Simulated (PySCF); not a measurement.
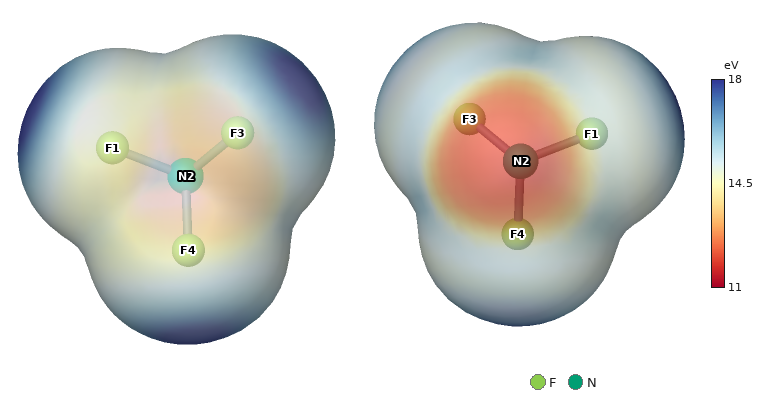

*F3N, SMILES `FN(F)F`. Average local ionisation energy on the surface of electron density 0.001 a.u. (back view left, front view right).*

Level of theory: B3LYP/def2-SVPD (PySCF), at a geometry from GFN2-xTB. No frequency check shows the geometry to be a minimum.

Cartesian coordinates (Å):

```
F1       1.1559   -0.4204    0.1190
N2       0.0000   -0.0000   -0.4588
F3      -0.9421   -0.7908    0.1189
F4      -0.2139    1.2113    0.1189
```

Locate the minima of the map.

Answer. The lowest value is 11.6 eV, 1.9 Å from N2. Further minima include 14.3 eV, 1.7 Å from F4, and at like points elsewhere; 15.0 eV, 1.7 Å from F4. For comparison, the highest occupied orbital lies at −10.0 eV.

What volume does the surface enclose, and what is the dipole moment?

Answer. About 54 Å³; the dipole moment is 0.1 D.
